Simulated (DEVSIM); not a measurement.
Structure: abrupt Si n-p junction, at 300 K.

```tsv
layer (left to right)	material	thickness (μm)	Nd (cm⁻³)	Na (cm⁻³)	τn (s)	τp (s)
1	Si	2.20	1.3e16	-	0.00019	0.00019
2	Si	32.0	-	6.1e17	0.00019	0.00019
```

Left contact: ohmic. Right contact: ohmic. Voltage is applied to the left contact. Recombination: SRH at mid-gap, radiative. Mobility is μmin + (μ − μmin)/(1 + (N/Nref)^α).

The device is made up for the run: typed textbook-type constants, with dimensions and the other settings drawn at random. Values at 300 K.

| parameter | Si |
|---|---|
| gap (eV) | 1.124 |
| affinity (eV) | 4.05 |
| permittivity | 11.7 |
| Nc (cm⁻³) | 2.86e19 |
| Nv (cm⁻³) | 3.1e19 |
| μn (cm²/Vs) | 1417 |
| μp (cm²/Vs) | 470 |
| μn,min | 52 |
| μp,min | 45 |
| Nref,n | 9.7e16 |
| Nref,p | 2.2e17 |
| αn | 0.68 |
| αp | 0.72 |
| B (cm³/s) | 4.7e-15 |

Model (solved in DEVSIM): 1D drift-diffusion, Boltzmann statistics, complete ionisation; no tunnelling, impact ionisation, image-force lowering or self-heating.

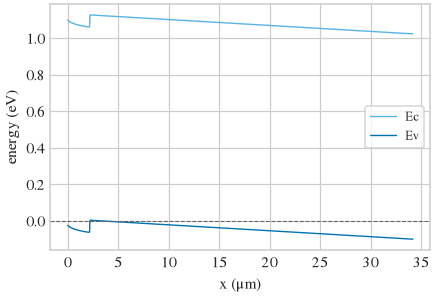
Band edges at -0.9 V on the left contact

Energies count from the Fermi level of the right contact; mesh points crowd at the junctions.

```json
[
 {"x (μm)": "0.000", "Ec (eV)": "1.099", "Ev (eV)": "-0.025", "n (cm⁻³)": "1.3e16", "p (cm⁻³)": "8900", "field (V/cm)": "-580"},
 {"x (μm)": "0.03454", "Ec (eV)": "1.097", "Ev (eV)": "-0.027", "n (cm⁻³)": "1.4e16", "p (cm⁻³)": "1.1e15", "field (V/cm)": "-560"},
 {"x (μm)": "0.1234", "Ec (eV)": "1.093", "Ev (eV)": "-0.031", "n (cm⁻³)": "1.7e16", "p (cm⁻³)": "3.7e15", "field (V/cm)": "-430"},
 {"x (μm)": "0.3315", "Ec (eV)": "1.085", "Ev (eV)": "-0.039", "n (cm⁻³)": "2.2e16", "p (cm⁻³)": "8.9e15", "field (V/cm)": "-280"},
 {"x (μm)": "1.100", "Ec (eV)": "1.071", "Ev (eV)": "-0.053", "n (cm⁻³)": "3.8e16", "p (cm⁻³)": "2.5e16", "field (V/cm)": "-140"},
 {"x (μm)": "1.776", "Ec (eV)": "1.063", "Ev (eV)": "-0.061", "n (cm⁻³)": "5.1e16", "p (cm⁻³)": "3.8e16", "field (V/cm)": "-96"},
 {"x (μm)": "2.038", "Ec (eV)": "1.061", "Ev (eV)": "-0.063", "n (cm⁻³)": "5.6e16", "p (cm⁻³)": "4.3e16", "field (V/cm)": "-87"},
 {"x (μm)": "2.168", "Ec (eV)": "1.063", "Ev (eV)": "-0.061", "n (cm⁻³)": "5.1e16", "p (cm⁻³)": "5.3e16", "field (V/cm)": "2800"},
 {"x (μm)": "2.201", "Ec (eV)": "1.109", "Ev (eV)": "-0.015", "n (cm⁻³)": "8.9e15", "p (cm⁻³)": "3.1e17", "field (V/cm)": "31000"},
 {"x (μm)": "2.237", "Ec (eV)": "1.126", "Ev (eV)": "0.002", "n (cm⁻³)": "4.5e15", "p (cm⁻³)": "6.1e17", "field (V/cm)": "≈ 0"},
 {"x (μm)": "2.326", "Ec (eV)": "1.126", "Ev (eV)": "0.002", "n (cm⁻³)": "4.5e15", "p (cm⁻³)": "6.1e17", "field (V/cm)": "-32"},
 {"x (μm)": "2.687", "Ec (eV)": "1.125", "Ev (eV)": "0.001", "n (cm⁻³)": "4.5e15", "p (cm⁻³)": "6.1e17", "field (V/cm)": "-32"},
 {"x (μm)": "3.429", "Ec (eV)": "1.122", "Ev (eV)": "-0.002", "n (cm⁻³)": "4.4e15", "p (cm⁻³)": "6.1e17", "field (V/cm)": "-32"},
 {"x (μm)": "5.375", "Ec (eV)": "1.116", "Ev (eV)": "-0.008", "n (cm⁻³)": "4.4e15", "p (cm⁻³)": "6.1e17", "field (V/cm)": "-32"},
 {"x (μm)": "12.61", "Ec (eV)": "1.093", "Ev (eV)": "-0.031", "n (cm⁻³)": "4.2e15", "p (cm⁻³)": "6.1e17", "field (V/cm)": "-32"},
 {"x (μm)": "24.40", "Ec (eV)": "1.054", "Ev (eV)": "-0.070", "n (cm⁻³)": "3.2e15", "p (cm⁻³)": "6.1e17", "field (V/cm)": "-32"},
 {"x (μm)": "30.22", "Ec (eV)": "1.036", "Ev (eV)": "-0.089", "n (cm⁻³)": "1.8e15", "p (cm⁻³)": "6.1e17", "field (V/cm)": "-33"},
 {"x (μm)": "32.59", "Ec (eV)": "1.028", "Ev (eV)": "-0.096", "n (cm⁻³)": "8.3e14", "p (cm⁻³)": "6.1e17", "field (V/cm)": "-33"},
 {"x (μm)": "33.74", "Ec (eV)": "1.024", "Ev (eV)": "-0.100", "n (cm⁻³)": "2.5e14", "p (cm⁻³)": "6.1e17", "field (V/cm)": "-33"},
 {"x (μm)": "34.03", "Ec (eV)": "1.023", "Ev (eV)": "-0.101", "n (cm⁻³)": "9.7e13", "p (cm⁻³)": "6.1e17", "field (V/cm)": "-33"},
 {"x (μm)": "34.14", "Ec (eV)": "1.023", "Ev (eV)": "-0.101", "n (cm⁻³)": "3.2e13", "p (cm⁻³)": "6.1e17", "field (V/cm)": "-33"},
 {"x (μm)": "34.20", "Ec (eV)": "1.022", "Ev (eV)": "-0.102", "n (cm⁻³)": "190", "p (cm⁻³)": "6.1e17", "field (V/cm)": "-33"}
]
```
